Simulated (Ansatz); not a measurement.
The relaxed structure here is a generated cell of CdSe: the first start was made by placing the elements on the sites of a structure type, and the end was not matched to a known phase here, so it may be hypothetical. Known forms of CdSe include space group No. 186, 216.

The end point of a relaxation of CdSe. These are PBE (plane waves to 420 eV, PAW, scalar-relativistic; Ansatz, a first-principles code) values and carry that method's errors.

I4cm (No. 108), tI16; a = b = 8.649 Å, c = 7.158 Å, α = β = γ = 90.00°.

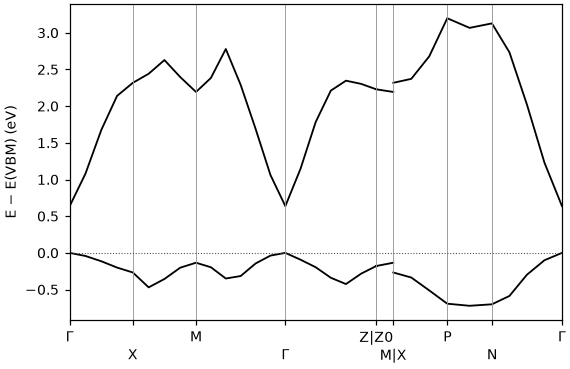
Figure: Highest filled and lowest empty band along the path of this cell's Brillouin zone

Problem. Read off the gap and say whether it is direct.

Solution. 0.64 eV, direct at Γ (no spin-orbit coupling).

Problem. How far does the top valence band disperse along this path?

Solution. About 0.7 eV.

No spin polarisation in the result.

It was reached from a disturbed copy of a I4/mcm (No. 140) cell, against which it lies -0.52 eV/atom.
